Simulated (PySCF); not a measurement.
| atom | x (Å) | y (Å) | z (Å) |
| --- | --- | --- | --- |
| C | 3.3366 | -0.2974 | -0.4180 |
| C | 2.2588 | 0.0572 | -0.0215 |
| Si | 0.6054 | 0.6202 | 0.6068 |
| N | -0.5123 | -0.2045 | -0.4304 |
| B | -1.9335 | -0.1280 | -0.3639 |
| N | -2.6718 | 0.4993 | 0.5538 |
| H | 4.2804 | -0.6098 | -0.7651 |
| H | 0.5061 | 2.0793 | 0.4583 |
| H | 0.4350 | 0.1984 | 2.0030 |
| H | -0.1211 | -0.7701 | -1.1657 |
| H | -2.5491 | -0.6994 | -1.2167 |
| H | -3.6332 | 0.6956 | 0.7333 |

Geometry: GFN2-xTB.

Computed with UKS B3LYP, pcH-1 on B C H N Si, non-relativistic, mean-field spin-orbit, GIAO (PySCF 2.14.0, density-fitted response routines).

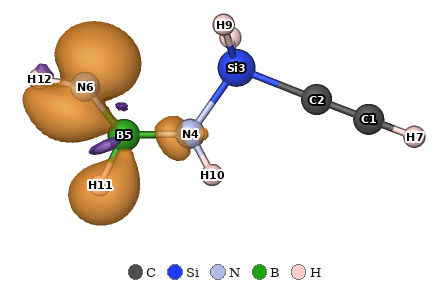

C₂H₆BN₂Si (SMILES C#C[SiH2]NB[NH]) (doublet). Isosurfaces of the spin density at +0.02 (orange) and −0.02 e/Å³ (purple), seen across its widest extent.

### Where is the unpaired spin?

The unpaired spin (1 electron) lies mostly on N6 (about 0.7), H11 (about 0.1) and B5 (about 0.1), in electrons by Hirshfeld's partition.
